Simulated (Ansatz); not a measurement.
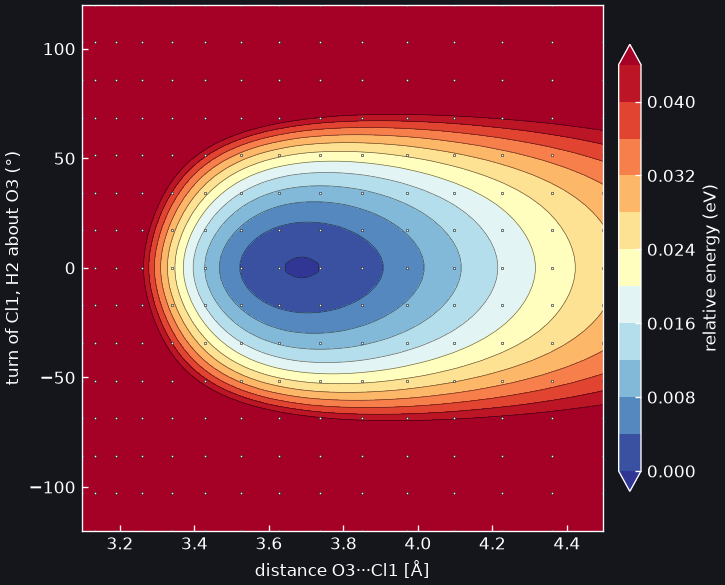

The pair ClH···COS. The turn is about an axis along (0.78, −0.63, 0.00) in the frame of the relaxed pair, normal to the line between the partners. The first coordinate is: distance O3···Cl1; the second: turn of Cl1, H2 about O3. The scan uses a 15 × 15 grid. Energies: eV, counted from the lowest grid point. Level of theory: RHF/def2-SVPD in Ansatz.

The picture shows filled contours, dots at the grid points, one colour for all values above the top of the scale. Between grid points the surface is interpolated.

Where is the minimum, and how stiff is the well along each coordinate?

Answer. The interpolated minimum is at distance O3···Cl1 ≈ 3.687 Å, turn of Cl1, H2 about O3 ≈ 0.0°. The curvatures there are about 0.24 eV/Å² and 0.077 eV/rad², with a cross term of about 0 eV/(Å·rad). Round the minimum the two coordinates are nearly uncoupled.
